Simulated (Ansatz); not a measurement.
# SiNH5 (Si(NH2)H3): CCSDT/STO-3G

Aim: the energy change on altering one bond length of SiNH5 (Si(NH2)H3) at CCSDT/STO-3G, from 2 runs. 

The results are computed with Ansatz 0.2.0.

49 further runs of the same task are left out: 49 set aside as unsound or not needed.

### Step 1. The system as given

SiNH5 has 7 atoms, charge 0, and is taken as a singlet. SMILES: `[H][Si]([H])([H])N`. The shape is that of a GFN2-xTB optimisation.

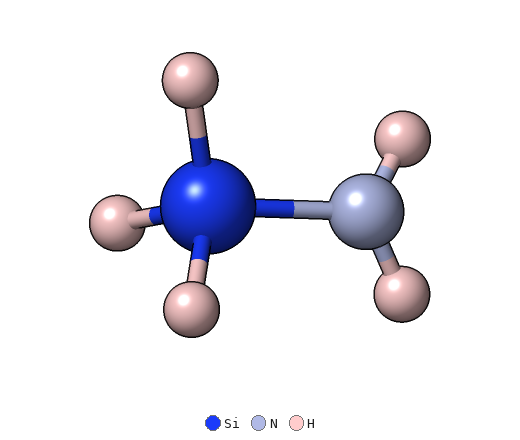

The structure, seen from a chosen angle (silicon blue, nitrogen light blue, hydrogen pink).

### Step 2. A single-point energy at CCSDT/STO-3G

run.yaml reads:

```yaml
crystal:
  periodic: [false, false, false]
  atoms:
    - {symbol: Si, position_ang: [-0.000690, 0.002380, -0.682990]}
    - {symbol: N, position_ang: [0.090660, 0.178690, 1.028560]}
    - {symbol: H, position_ang: [0.707680, -0.428190, 1.543790]}
    - {symbol: H, position_ang: [-0.763660, 0.307400, 1.545850]}
    - {symbol: H, position_ang: [1.387750, -0.009920, -1.135540]}
    - {symbol: H, position_ang: [-0.747920, 1.169350, -1.146100]}
    - {symbol: H, position_ang: [-0.673820, -1.219710, -1.153570]}
basis:
  gaussian: {orbitals: STO-3G}
correlation: {method: ccsdt, frozen_orbitals: {H: 0, "N": 1, Si: 5}}
accuracy: high
scf: {omitted_lower_state_checks: [cluster_reference, increment]}
```

On the command line:

```
$ ansatz run run.yaml --threads 1 --pin off --max-ram 2610MiB --events-out events.jsonl --progress --plain --runs-dir runs
```

Output (excerpt; [...] marks lines left out):

```text
Warning: RAYON_NUM_THREADS=1 ignored (pool sized by the plan → 1); use --threads N
Functional definition: HF
  name "HF"
[...]
337 factors; integrals over basis functions are off by at most 8.3e-9 eV
[...]
mean field -9313.07429822 eV, -342.2491678313 hartree, gradient 9.0e-9 eV, S^2 0.000000; 0 other end points of the search recorded, 0 dependent functions left out
6 core orbitals not correlated: weight in the atoms' cores, before any rotation towards them, 1.000 or more for the frozen orbitals, at most 0.000 for the correlated occupied ones
reference -9313.07429822 eV, -342.2491678313 hartree; 7, 7 occupied and 6, 6 virtual orbitals, 337 factors
second order -2.28251414 eV of doubles, -0.00000000 eV of singles
cycle   1  -2.84197361 eV  change   -5.6e-1 eV  update   6.0e-2
[...]
cycle  21  -3.16305652 eV  change  -8.4e-10 eV  update  2.6e-10
Total energy: -9316.23735474 eV, -342.3654080144 hartree
Checks for a lower state left out: cluster_reference, increment
```

It took 0.22 s on 1 thread of Arm Neoverse V2, shared host.

### Step 3. The distorted shape at the same level

in.yaml reads:

```yaml
crystal:
  periodic: [false, false, false]
  atoms:
    - {symbol: Si, position_ang: [-0.347820, 0.005455, -0.569846]}
    - {symbol: N, position_ang: [-0.256470, 0.181765, 1.141704]}
    - {symbol: H, position_ang: [0.360550, -0.425115, 1.656934]}
    - {symbol: H, position_ang: [-1.110790, 0.310475, 1.658994]}
    - {symbol: H, position_ang: [1.387750, -0.009920, -1.135540]}
    - {symbol: H, position_ang: [-1.095050, 1.172425, -1.032956]}
    - {symbol: H, position_ang: [-1.020950, -1.216635, -1.040426]}
basis:
  gaussian:
    orbitals: STO-3G
accuracy: high
correlation:
  method: ccsdt
  frozen_orbitals: {H: 0, "N": 1, Si: 5}
scf:
  omitted_lower_state_checks: [cluster_reference, increment]
```

On the command line:

```
$ ansatz run in.yaml --threads 1 --pin off --max-ram 2610MiB --events-out events.jsonl --progress --plain --runs-dir runs
```

Output (excerpt; [...] marks lines left out):

```text
Warning: RAYON_NUM_THREADS=1 ignored (pool sized by the plan → 1); use --threads N
Functional definition: HF
  name "HF"
[...]
337 factors; integrals over basis functions are off by at most 1.6e-8 eV
[...]
mean field -9311.53980723 eV, -342.1927763275 hartree, gradient 9.2e-9 eV, S^2 0.000000; 0 other end points of the search recorded, 0 dependent functions left out
6 core orbitals not correlated: weight in the atoms' cores, before any rotation towards them, 1.000 or more for the frozen orbitals, at most 0.000 for the correlated occupied ones
reference -9311.53980723 eV, -342.1927763275 hartree; 7, 7 occupied and 6, 6 virtual orbitals, 337 factors
second order -2.50337821 eV of doubles, -0.00000000 eV of singles
cycle   1  -3.15290680 eV  change   -6.5e-1 eV  update   7.1e-2
[...]
cycle  21  -3.55911734 eV  change  -1.8e-10 eV  update  9.0e-10
Total energy: -9315.09892458 eV, -342.3235714774 hartree
Checks for a lower state left out: cluster_reference, increment
```

It took 0.22 s on 1 thread of Arm Neoverse V2, shared host.

### Step 4. What came out

Level: CCSDT/STO-3G, 6 core orbitals frozen.

```
                                                          quantity          value
                                         first shape: total energy  -342.36541 Eh
          first shape: correlation energy (6 core orbitals frozen)     -116.2 mEh
                                        first shape: T1 diagnostic          0.006
                                     distorted shape: total energy  -342.32357 Eh
      distorted shape: correlation energy (6 core orbitals frozen)     -130.8 mEh
                                    distorted shape: T1 diagnostic          0.007
energy change with the Si1–H5 bond stretched from 1.460 to 1.825 Å       1.138 eV
```

What this shows: With the Si1–H5 bond stretched from 1.460 to 1.825 Å the energy rises by 1.14 eV (110 kJ/mol). The first shape isn't relaxed at this level, so the change isn't measured from a minimum. The minimal basis adds a large error of its own.
